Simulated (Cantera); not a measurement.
Charge: 1 mol N2O, 0.63 mol H2, equilibrated at 1.00 bar.

Equilibrium computed with Cantera from the NASA thermochemical tables; the gas is ideal and each condensed phase is pure. Candidate condensed phases: H2O; 24 gas species. Rates play no part.

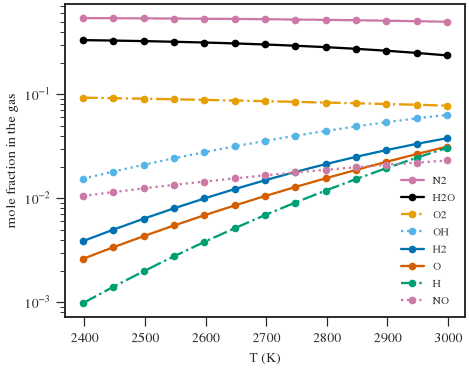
Fig. 1. Equilibrium gas composition (values under 1e-9 drawn at 1e-9)

### Question
Read off the mole fractions at 2398 K.

### Answer
N2 about 0.54, H2O about 0.33, O2 about 0.093, OH about 0.015, NO about 0.011, H2 about 0.0039, O about 0.0026, H about 0.00098.
